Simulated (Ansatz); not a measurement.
# BMe2(hfac) (C7H7BF6O2): structure and electronic state

Aim: characterise BMe2(hfac) (C7H7BF6O2) as a singlet: its structure, frontier levels and distribution of charge.

Program: Ansatz 0.2.0, Gaussian basis. Level of theory: RKS PBE0-D4/def2-TZVP. These are calculated values, not measurements.

Levels to be run: relaxation at r2SCAN-D4/def2-SVP; a single point at PBE0-D4/def2-TZVP.

### 1 Starting geometry

23 atoms, charge 0, spin multiplicity 1.

Atoms are counted from 1 here; the program's logs count them from 0.

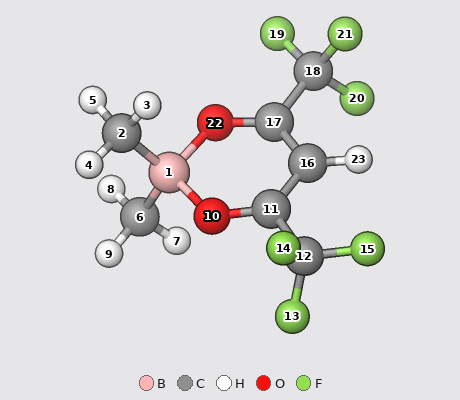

The starting geometry (boron pink, carbon grey, hydrogen white, oxygen red, fluorine green); atoms are numbered from 1 in the order of the file.

The start is a GFN2-xTB geometry.

### 2 Optimising with r2SCAN-D4/def2-SVP

Input file in.yaml:

```yaml
crystal:
  periodic: [false, false, false]
  atoms:
    - {symbol: B, position_ang: [0.992630, -0.034360, 0.885090]}
    - {symbol: C, position_ang: [0.676370, 0.025990, 2.460370]}
    - {symbol: H, position_ang: [-0.390860, 0.103220, 2.661290]}
    - {symbol: H, position_ang: [1.156210, 0.881740, 2.925870]}
    - {symbol: H, position_ang: [1.039040, -0.863350, 2.967240]}
    - {symbol: C, position_ang: [2.521010, -0.132110, 0.394970]}
    - {symbol: H, position_ang: [2.601620, -0.168460, -0.690010]}
    - {symbol: H, position_ang: [3.002920, -1.022930, 0.786680]}
    - {symbol: H, position_ang: [3.097620, 0.723220, 0.734130]}
    - {symbol: O, position_ang: [0.357960, 1.245990, 0.219240]}
    - {symbol: C, position_ang: [-0.580430, 1.188990, -0.608340]}
    - {symbol: C, position_ang: [-1.064840, 2.553350, -1.131160]}
    - {symbol: F, position_ang: [-0.063290, 3.247720, -1.671830]}
    - {symbol: F, position_ang: [-1.578710, 3.287170, -0.141060]}
    - {symbol: F, position_ang: [-2.012220, 2.430890, -2.064500]}
    - {symbol: C, position_ang: [-1.197200, 0.026550, -1.066900]}
    - {symbol: C, position_ang: [-0.702760, -1.167460, -0.539320]}
    - {symbol: C, position_ang: [-1.355870, -2.470550, -1.031450]}
    - {symbol: F, position_ang: [-0.841230, -3.549810, -0.458780]}
    - {symbol: F, position_ang: [-1.209250, -2.600920, -2.356830]}
    - {symbol: F, position_ang: [-2.672350, -2.464540, -0.786220]}
    - {symbol: O, position_ang: [0.222370, -1.283470, 0.292930]}
    - {symbol: H, position_ang: [-1.998760, 0.043120, -1.781390]}
basis:
  gaussian: {orbitals: def2-SVP}
hamiltonian: {xc: r2scan, dispersion: d4}
scf: {lower_state_search: "off"}
output: {orbitals: {seedname: orbitals}}
relax: {f_tol: 0.03, max_steps: 70}
```

The run is started by

```sh
ansatz run in.yaml --threads 2 --pin off --events-out ev --progress --plain --max-ram 22528MiB --backend cuda --devices 0, --max-vram 18GiB
```

After this run come: Single point, PBE0-D4/def2-TZVP.

Q: Predict the results of all the runs planned. Wanted: point group; commonest bond, hydrogen aside; HOMO, LUMO at PBE0-D4/def2-TZVP; dipole at r2SCAN-D4/def2-SVP.

As calculated:

```
                       quantity                          value
                    point group                             C1
 commonest bond, hydrogen aside  C–F, 6 of mean length 1.335 Å
HOMO, LUMO at PBE0-D4/def2-TZVP                -7.73, -3.38 eV
   dipole at r2SCAN-D4/def2-SVP                         1.47 D
```

The molecule keeps its bonding pattern by the stored test; the atoms moved 0.03 Å (rms). No usable vibrations, so a minimum isn't proven. The HOMO lies nearest to C16 21 %; O10, O22 about 13 % each and the LUMO to C11, C17 about 28 % each; O10, O22 about 13 % each. The point group is read from a loosely relaxed geometry; soft torsions can leave it below the true symmetry.
